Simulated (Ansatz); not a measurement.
Si (diamond)

```
CELL_PARAMETERS angstrom
      0.00000     2.72210     2.72210
      2.72210     0.00000     2.72210
      2.72210     2.72210     0.00000
ATOMIC_POSITIONS crystal
  Si 0.00000 0.00000 0.00000
  Si 0.25000 0.25000 0.25000
```

The volume is varied about the relaxed value V₀ at fixed cell shape. Symmetry pins the atoms to their sites.

These are r2SCAN (plane waves to 500 eV, PAW, scalar-relativistic; Ansatz, an electronic-structure program) values and carry that method's errors. k mesh 11×11×11 (Γ-centred), Fermi-Dirac smearing 0.05 eV. E stands for the smeared free energy. Si was relaxed with its symmetry unable to fall. ΔE is measured from the relaxed starting cell.

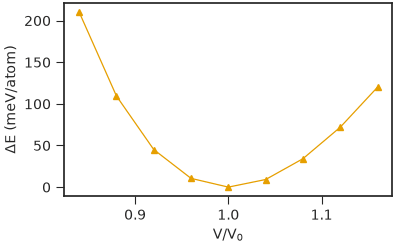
Fig. 1. ΔE (meV/atom) against V/V₀; computed points joined by lines.

**Question.** What is ΔE at V/V₀ = 0.840?

**Answer.** About 210 meV/atom.

**Question.** What is ΔE at V/V₀ = 1.160?

**Answer.** About 120 meV/atom.

**Question.** What bulk modulus B₀ follows from a third-order Birch-Murnaghan fit?

**Answer.** About 96 GPa.

(A scan under strain: stresses follow from slopes of the energy per volume, elastic moduli from its curvatures.)
